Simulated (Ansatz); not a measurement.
# SrVO3 (Pm-3m): Hubbard U and Hund's J by constrained RPA

How strongly is the local Coulomb interaction screened in SrVO3 (Pm-3m)?

Program: Ansatz 0.2.0. Level of theory: non-magnetic LDA, then constrained RPA, plane waves, PAW. Results are calculated unless marked as measured.

This is a report of a sequence of runs, with most program output left out.

## 1. Set-up

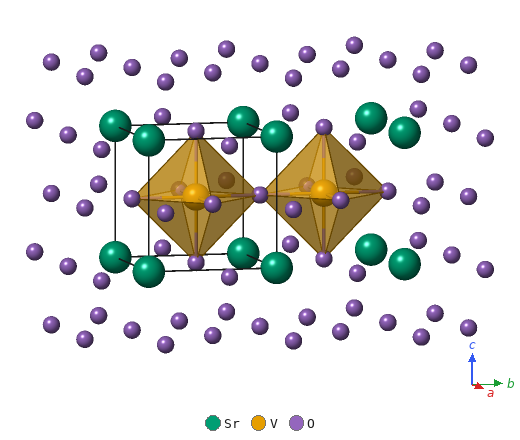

Start, viewed slightly off an axis; strontium teal, vanadium orange, oxygen purple. 1×2×1 cells are drawn. Some periodic images of atoms are drawn too.

 The program's search for lower electronic states was switched off, so nothing shows that the state found is the lowest. The default PAW set here is soft_2. Its files were made with PBE.

## 2. LDA bands and orbital weights

This step: DFT, LDA, plane waves, PAW.

input.yaml

```yaml
crystal:
  lattice:
    - [0.0, -3.842, 0.0]
    - [0.0, 0.0, 3.842]
    - [-3.842, 0.0, 0.0]
  atoms:
    - { symbol: Sr, position: [0.0, 0.0, 0.0] }
    - { symbol: V, position: [0.5, 0.5, 0.5] }
    - { symbol: O, position: [0.5, 0.5, 0.0] }
    - { symbol: O, position: [0.5, 0.0, 0.5] }
    - { symbol: O, position: [0.0, 0.5, 0.5] }
kpoints:
  mp_grid: { grid: [8, 8, 8] }
  band_path:
    path:
      - [[0.0, 0.0, 0.0], [0.0, 0.5, 0.0], [0.5, 0.5, 0.0], [0.0, 0.0, 0.0], [0.5, 0.5, 0.5], [0.0, 0.5, 0.0]]
      - [[0.5, 0.5, 0.5], [0.5, 0.5, 0.0]]
    npoints: 10
hamiltonian:
  xc: lda
scf:
  occupations: { method: gaussian, width: 0.08 }
  n_extra_bands: 19
  max_iter: 150
  lower_state_search: "off"
output:
  eigenvalues: true
  fatbands: true
  write_density: true
  write_potential: true
  elf: true
  volumetric_format: npy
```

Started as:

```bash
> ansatz run input.yaml --threads 16 --pin off --max-ram 36864MiB --backend cpu --events-out ev --progress --plain --runs-dir out
```

It took 0.89 s on 16 threads of Intel Xeon 6975P-C (Granite Rapids), shared host; peak memory 0.54 GiB; 7 s of CPU time.

Electronic bands along the path, in eV, zero at the Fermi level:

| point | band 17 | band 18 | band 19 | band 20 | band 21 | band 22 | band 23 | band 24 |
| --- | --- | --- | --- | --- | --- | --- | --- | --- |
| Γ | -3.39 | -2.53 | -2.53 | -2.53 | -1.12 | -1.12 | -1.12 | 1.17 |
| X | -4.72 | -4.28 | -2.99 | -2.99 | -0.99 | 0.85 | 0.85 | 1.19 |
| M | -4.26 | -3.75 | -3.75 | -2.24 | 0.83 | 0.83 | 1.18 | 2.20 |
| Γ | -3.39 | -2.53 | -2.53 | -2.53 | -1.12 | -1.12 | -1.12 | 1.17 |
| R | -6.05 | -2.15 | -2.15 | -2.15 | 1.42 | 1.42 | 1.42 | 5.05 |
| X | -4.72 | -4.28 | -2.99 | -2.99 | -0.99 | 0.85 | 0.85 | 1.19 |
| jump to R | -6.05 | -2.15 | -2.15 | -2.15 | 1.42 | 1.42 | 1.42 | 5.05 |
| M | -4.26 | -3.75 | -3.75 | -2.24 | 0.83 | 0.83 | 1.18 | 2.20 |

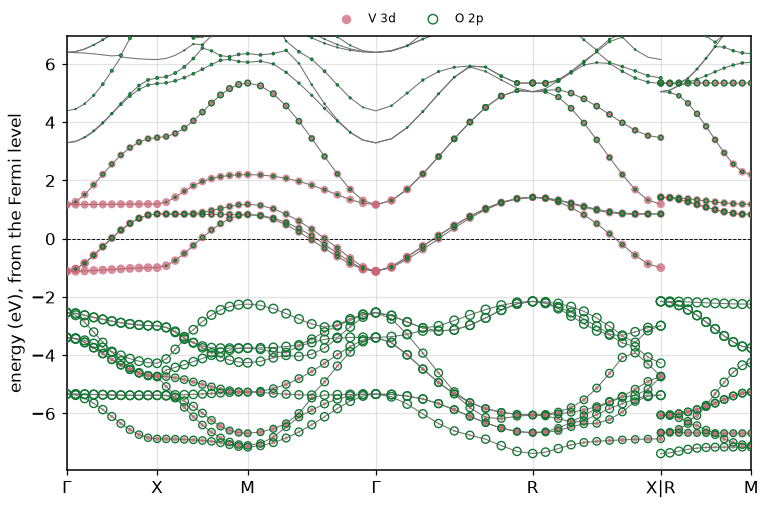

Electronic bands along the path; dots are coloured as in the legend, and their area grows with the weight.

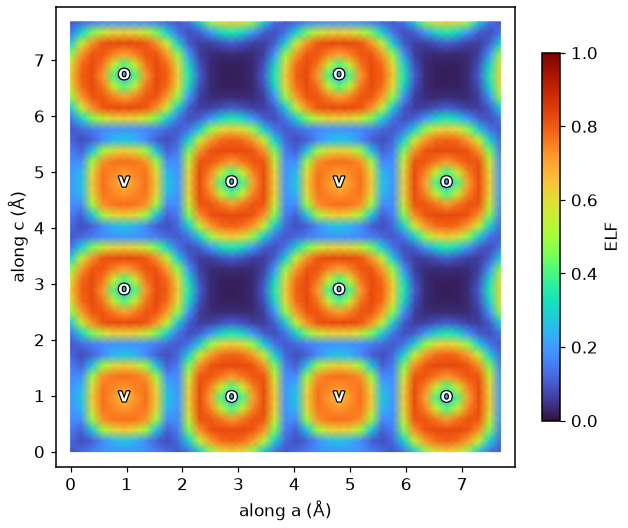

ELF in the ac plane at fractional y = 0.500, with atoms of V and O within 0.2 Å of it. It is the smooth field of the valence electrons, not physical close to the nuclei. The map starts off the cell's origin, so that atoms lie inside it.

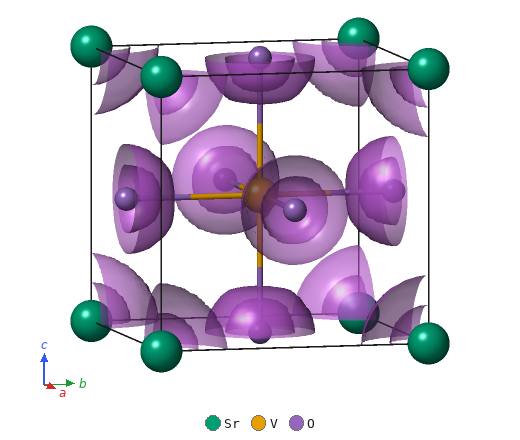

Surface of ELF = 0.79.

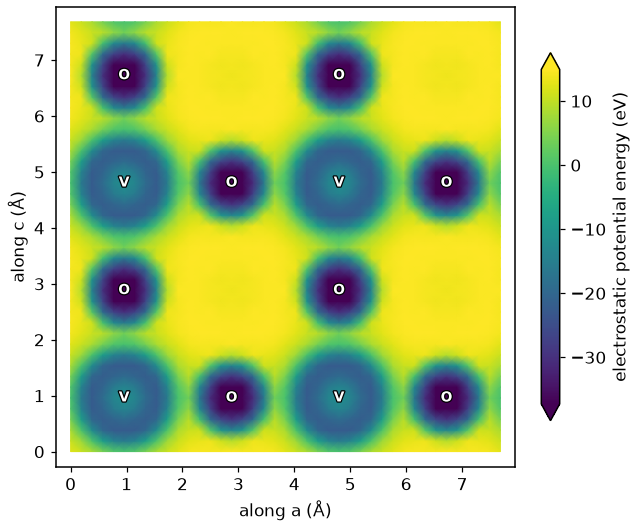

Electrostatic potential energy in the ac plane at fractional y = 0.500, with atoms of V and O within 0.2 Å of it. With pseudopotentials it is smooth inside the atoms' cores, unlike the true potential. The map starts off the cell's origin, so that atoms lie inside it.

## 3. Constrained RPA: V t2g, bands v1 to c2, 4×4×4 mesh, medium accuracy

Constrained RPA screens the interaction with every transition except those inside the target bands, which a later many-body model would treat itself.

This step: constrained RPA on LDA, plane waves, PAW.

input.yaml, the sections that differ from step 2:

```yaml
kpoints:
  mp_grid: { grid: [8, 8, 8] }
output:
  crpa:
    kmesh: [4, 4, 4]
    target_bands: [v1, c2]
    projections: [{ species: V, l: d, shell: 3, orbitals: [dxz, dyz, dxy] }]
  local_orbitals:
    kmesh: [8, 8, 8]
    orbitals: [{ species: V, l: d, shell: 3, orbitals: [dxz, dyz, dxy] }]
    window: { bands: [v1, c2] }
    seedname: lo
# crystal, hamiltonian, scf: as in step 2
```

Wall time 6.4 s (16 threads); peak memory 0.76 GiB; 65 s of CPU time.

Numbers from this step:

| Property | Result |
| --- | --- |
| U | 3.210 eV |
| U prime (inter-orbital) | 2.354 eV |
| J | 0.4086 eV |
| bare V | 16.18 eV |
| bare J | 0.5565 eV |
| stated bound on U | 0.004755 eV |
| U over bare V | 0.1984 |
| electrons in the window | 1.000 |
| head of the constrained inverse dielectric matrix | 0.1598 |
| least eigenvalue of the projection's overlap | 0.7082 |
| target functions | 3 |
| bands in the sums | 46 |
| r.m.s. miss of the model bands | 0.001112 eV |
| width of the target bands | 2.541 eV |
| weight of the projected orbitals in the window | 0.7816 |

On the V t2g shell, screening brings the on-site interaction from 16.2 eV down to U = 3.21 eV.

Kanamori averages over each shell's functions. Crpa shells, by row:

| site | element | shell | orbitals | U (eV) | U' (eV) | J (eV) | bare V (eV) | bare V' (eV) | bare J (eV) | bound on U (eV) |
| --- | --- | --- | --- | --- | --- | --- | --- | --- | --- | --- |
| 2 | V | 3D | 3 | 3.21 | 2.354 | 0.4086 | 16.18 | 14.99 | 0.5565 | 0.004755 |

Density-density elements U_iijj, eV. U matrix, by row:

| orbital | V2 dxz | V2 dyz | V2 dxy |
| --- | --- | --- | --- |
| V2 dxz | 3.21 | 2.354 | 2.354 |
| V2 dyz | 2.354 | 3.21 | 2.354 |
| V2 dxy | 2.354 | 2.354 | 3.21 |

Exchange elements U_ijji, eV. J matrix, by row:

| orbital | V2 dxz | V2 dyz | V2 dxy |
| --- | --- | --- | --- |
| V2 dxz | - | 0.409 | 0.409 |
| V2 dyz | 0.409 | - | 0.409 |
| V2 dxy | 0.409 | 0.409 | - |

Projected local orbitals of the target window. The electronic bands at the labelled points (eV, zero at the Fermi level; # counts the bands kept):

| point | #1 | #2 | #3 |
| --- | --- | --- | --- |
| Γ | -1.12 | -1.12 | -1.12 |
| X | -0.99 | 0.85 | 0.85 |
| M | 0.83 | 0.83 | 1.18 |
| Γ | -1.12 | -1.12 | -1.12 |
| R | 1.42 | 1.42 | 1.42 |
| X | -0.99 | 0.85 | 0.85 |
| jump to R | 1.42 | 1.42 | 1.42 |
| M | 0.83 | 0.83 | 1.18 |

The same for Kohn-Sham, solved directly:

| point | #1 | #2 | #3 |
| --- | --- | --- | --- |
| Γ | -1.12 | -1.12 | -1.12 |
| X | -0.99 | 0.85 | 0.85 |
| M | 0.83 | 0.83 | 1.18 |
| Γ | -1.12 | -1.12 | -1.12 |
| R | 1.42 | 1.42 | 1.42 |
| X | -0.99 | 0.85 | 0.85 |
| R | 1.42 | 1.42 | 1.42 |
| M | 0.83 | 0.83 | 1.18 |

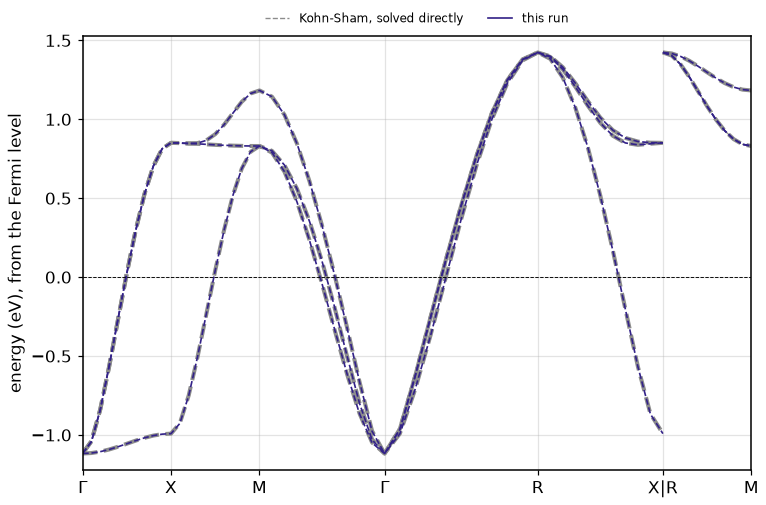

Electronic bands along the path; dashed: Kohn-Sham, solved directly.

Onsite levels, by row:

| orbital | level less Fermi level (eV) |
| --- | --- |
| V2 dxz | 0.4827 |
| V2 dyz | 0.4827 |
| V2 dxy | 0.4827 |

Largest distinct elements between sites. Hoppings, by row:

| from | to | cell | distance (Å) | t (eV) |
| --- | --- | --- | --- | --- |
| V2 dxy | V2 dxy | 0 0 1 | 3.842 | -0.2655 |
| V2 dyz | V2 dyz | -1 1 0 | 5.433 | -0.0868 |
| V2 dxz | V2 dxz | 1 0 0 | 3.842 | -0.0291 |
| V2 dxy | V2 dxy | -1 0 2 | 8.591 | -0.0116 |
| V2 dxz | V2 dxy | -1 1 0 | 5.433 | 0.0093 |
| V2 dxz | V2 dxz | 0 0 -2 | 7.684 | 0.008 |
| V2 dyz | V2 dyz | -2 -2 0 | 10.87 | -0.0076 |
| V2 dxy | V2 dxy | 1 -1 0 | 5.433 | 0.0064 |
| V2 dyz | V2 dyz | 1 1 1 | 6.655 | -0.0061 |
| V2 dyz | V2 dxy | 1 1 1 | 6.655 | -0.0038 |
| V2 dxy | V2 dxy | 2 -1 0 | 8.591 | 0.0034 |
| V2 dyz | V2 dyz | 3 2 0 | 13.85 | -0.0018 |

## 4. Constrained RPA: V t2g + anion p, bands v10 to c2, 4×4×4 mesh, medium accuracy

input.yaml, the sections that differ from step 3:

```yaml
output:
  crpa:
    kmesh: [4, 4, 4]
    target_bands: [v10, c2]
    projections:
      - { species: V, l: d, shell: 3, orbitals: [dxz, dyz, dxy] }
      - { species: O, l: p, shell: 2 }
  local_orbitals:
    kmesh: [8, 8, 8]
    orbitals:
      - { species: V, l: d, shell: 3, orbitals: [dxz, dyz, dxy] }
      - { species: O, l: p, shell: 2 }
    window: { bands: [v10, c2] }
    seedname: lo
# crystal, kpoints, hamiltonian, scf: as in step 3
```

It took 24 s on 16 threads; peak memory 0.93 GiB; 4.1 min of CPU time.

Numbers from this step:

```yaml
u: 6.096 eV
u_prime_inter_orbital: 4.904 eV
j: 0.5971 eV
bare_v: 19.70 eV
bare_j: 0.7517 eV
stated_bound_on_u: 0.01012 eV
u_over_bare_v: 0.3094
electrons_in_the_window: 19.00
head_of_the_constrained_inverse_dielectric_matrix: 0.2262
least_eigenvalue_of_the_projection_s_overlap: 0.5804
target_functions: 12
bands_in_the_sums: 46
r_m_s_miss_of_the_model_bands: 4.01e-4 eV
width_of_the_target_bands: 8.799 eV
weight_of_the_projected_orbitals_in_the_window: 0.9569
```

On the V t2g shell, screening brings the on-site interaction from 19.7 eV down to U = 6.10 eV.

Kanamori averages over each shell's functions. Crpa shells, by row:

| site | element | shell | orbitals | U (eV) | U' (eV) | J (eV) | bare V (eV) | bare V' (eV) | bare J (eV) | bound on U (eV) |
| --- | --- | --- | --- | --- | --- | --- | --- | --- | --- | --- |
| 2 | V | 3D | 3 | 6.096 | 4.904 | 0.5971 | 19.7 | 18.21 | 0.7517 | 0.01012 |
| 3 | O | 2P | 3 | 5.99 | 4.617 | 0.6253 | 18.08 | 16.25 | 0.823 | 0.01037 |
| 4 | O | 2P | 3 | 5.99 | 4.617 | 0.6253 | 18.08 | 16.25 | 0.823 | 0.01037 |
| 5 | O | 2P | 3 | 5.99 | 4.617 | 0.6253 | 18.08 | 16.25 | 0.823 | 0.01037 |

Projected local orbitals of the target window. The electronic bands at the labelled points (eV, zero at the Fermi level; # counts the bands kept):

| point | #6 | #7 | #8 | #9 | #10 | #11 | #12 |
| --- | --- | --- | --- | --- | --- | --- | --- |
| Γ | -3.39 | -2.53 | -2.53 | -2.53 | -1.12 | -1.12 | -1.12 |
| X | -4.72 | -4.28 | -2.99 | -2.99 | -0.99 | 0.85 | 0.85 |
| M | -4.26 | -3.75 | -3.75 | -2.24 | 0.83 | 0.83 | 1.18 |
| Γ | -3.39 | -2.53 | -2.53 | -2.53 | -1.12 | -1.12 | -1.12 |
| R | -6.05 | -2.15 | -2.15 | -2.15 | 1.42 | 1.42 | 1.42 |
| X | -4.72 | -4.28 | -2.99 | -2.99 | -0.99 | 0.85 | 0.85 |
| jump to R | -6.05 | -2.15 | -2.15 | -2.15 | 1.42 | 1.42 | 1.42 |
| M | -4.26 | -3.75 | -3.75 | -2.24 | 0.83 | 0.83 | 1.18 |

The same for Kohn-Sham, solved directly:

| point | #6 | #7 | #8 | #9 | #10 | #11 | #12 |
| --- | --- | --- | --- | --- | --- | --- | --- |
| Γ | -3.39 | -2.53 | -2.53 | -2.53 | -1.12 | -1.12 | -1.12 |
| X | -4.72 | -4.28 | -2.99 | -2.99 | -0.99 | 0.85 | 0.85 |
| M | -4.26 | -3.75 | -3.75 | -2.24 | 0.83 | 0.83 | 1.18 |
| Γ | -3.39 | -2.53 | -2.53 | -2.53 | -1.12 | -1.12 | -1.12 |
| R | -6.05 | -2.15 | -2.15 | -2.15 | 1.42 | 1.42 | 1.42 |
| X | -4.72 | -4.28 | -2.99 | -2.99 | -0.99 | 0.85 | 0.85 |
| R | -6.05 | -2.15 | -2.15 | -2.15 | 1.42 | 1.42 | 1.42 |
| M | -4.26 | -3.75 | -3.75 | -2.24 | 0.83 | 0.83 | 1.18 |

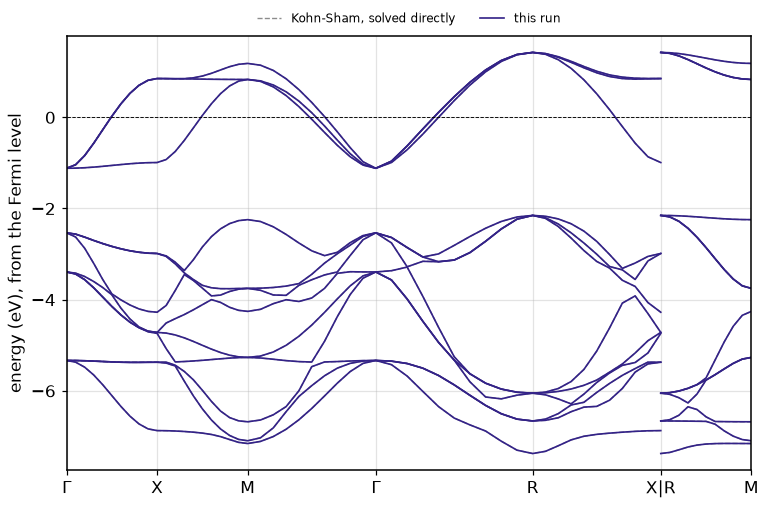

Electronic bands along the path; dashed: Kohn-Sham, solved directly.

Onsite levels, by row:

| orbital | level less Fermi level (eV) |
| --- | --- |
| V2 dxz | -0.8105 |
| V2 dyz | -0.8105 |
| V2 dxy | -0.8105 |
| O3 pz | -3.727 |
| O3 px | -5.629 |
| O3 py | -3.727 |
| O4 pz | -5.629 |
| O4 px | -3.727 |
| O4 py | -3.727 |
| O5 pz | -3.727 |
| O5 px | -3.727 |
| O5 py | -5.629 |

Largest distinct elements between sites. Hoppings, by row:

| from | to | cell | distance (Å) | t (eV) |
| --- | --- | --- | --- | --- |
| V2 dyz | O4 py | 0 1 0 | 1.921 | -1.229 |
| O4 pz | O4 pz | 0 -1 0 | 3.842 | 0.6753 |
| O4 px | O3 pz | 0 -1 0 | 2.717 | -0.3006 |
| O5 py | O4 py | 0 0 0 | 2.717 | 0.2597 |
| O5 pz | O5 pz | 1 0 0 | 3.842 | -0.1513 |
| O5 pz | O5 pz | 0 1 -1 | 5.433 | 0.0784 |
| O5 px | O5 pz | 0 1 1 | 5.433 | -0.0703 |
| O5 px | O4 px | 0 0 0 | 2.717 | -0.064 |
| V2 dxy | V2 dxy | -1 0 0 | 3.842 | -0.0508 |
| O5 py | O5 py | -2 0 0 | 7.684 | 0.047 |
| O4 py | O5 pz | 0 0 -1 | 4.705 | 0.0421 |
| O4 pz | O5 py | 1 0 0 | 2.717 | -0.0421 |

## 5. The windows together

Times are wall times on 16 threads of Intel Xeon 6975P-C (Granite Rapids), shared host, good to a factor of about two.

| target | bands | functions | width (eV) | bare V (eV) | U (eV) | U′ (eV) | J (eV) | U/V | time |
| --- | --- | --- | --- | --- | --- | --- | --- | --- | --- |
| V t2g | v1–c2 | 3 | 2.54 | 16.18 | 3.21 | 2.35 | 0.41 | 0.20 | 6.4 s |
| V t2g + anion p | v10–c2 | 12 | 8.80 | 19.70 | 6.10 | 4.90 | 0.60 | 0.31 | 24 s |

## 6. Beside a published calculation

Published values for V t2g (constrained RPA on LDA, LAPW basis, projected t2g orbitals; Vaugier, Jiang, Biermann, Phys. Rev. B 86, 165105 (2012), Table III, arXiv:1206.3533):

| quantity | here (eV) | published (eV) | difference (%) |
| --- | --- | --- | --- |
| U | 3.21 | 3.2 | +0 |
| J | 0.41 | 0.44 | −7 |
| bare V | 16.18 | 16.1 | +0 |

## 7. Results

```
V t2g           : U 3.21 eV, U′ 2.35 eV, J 0.41 eV, bare V 16.2 eV
V t2g + anion p : U 6.10 eV, U′ 4.90 eV, J 0.60 eV, bare V 19.7 eV
method          : constrained RPA on non-magnetic LDA, 4×4×4 mesh, static; search for lower states off
```

**Reading.** For V t2g, screening cuts the on-site interaction from 16.18 eV to 3.21 eV (20 %), while J goes only from 0.56 eV to 0.41 eV: the monopole is screened far more than the multipoles. U − 2J differs from U′ by +0.04 eV, so the Kanamori relation holds well. U is 1.3 times the width of the target bands. With the window V t2g + anion p U becomes 6.10 eV and the bare V 19.70 eV, so U/V goes from 0.20 to 0.31. The published U of 3.2 eV, itself a calculation in another basis and with its own orbitals, lies −0.01 eV from this one. The parent state is non-magnetic and the interaction static (zero frequency); U depends on the window and the orbitals, so it belongs to this model alone. The bands cross the Fermi level under this constraint, which need not be the crystal's state: magnetic order, correlation or a lattice distortion may open a gap. A window that holds the anion p bands defines a model with explicit ligands; its U belongs to that model and is not the U of DFT+U.

[Paths, hosts, dates, memory and timing lines, banners, echoed tables and standing remarks are left out of the program output.]

[Logs are printed without paths, hosts, clocks, repeated set-up lines and the standing remarks that a program may print on its own settings, such as how far it seeks lower states.]

[Runs of the session that timed out or met a known fault of the program may be left out.]

[Hosts, paths, dates, database ids (printed as entryN), source tags and the programs' standing remarks are cut or masked in the printed files.]
